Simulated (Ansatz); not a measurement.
Consider SiO2 (space group P6_222, No. 180; a = 5.0594 Å, c = 5.5408 Å).

Modification: a negative pressure, −1 GPa.

The values are results of Ansatz (a program for electronic structure), r2SCAN, PAW, cutoff 500 eV, no SOC, not measurements.

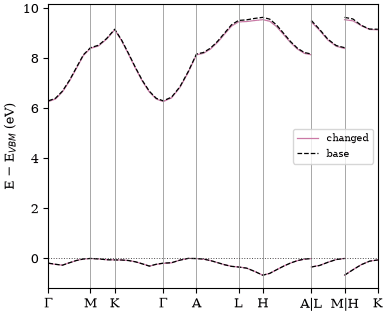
Highest valence and lowest conduction band along the path, each from its own valence-band maximum

From the figure, how large is the changed gap, and is it direct?

About 6.3 eV, indirect, M → Γ.

Load acts through the strain it causes; cell and atoms are relaxed under it. Stability against distortions was not tested.
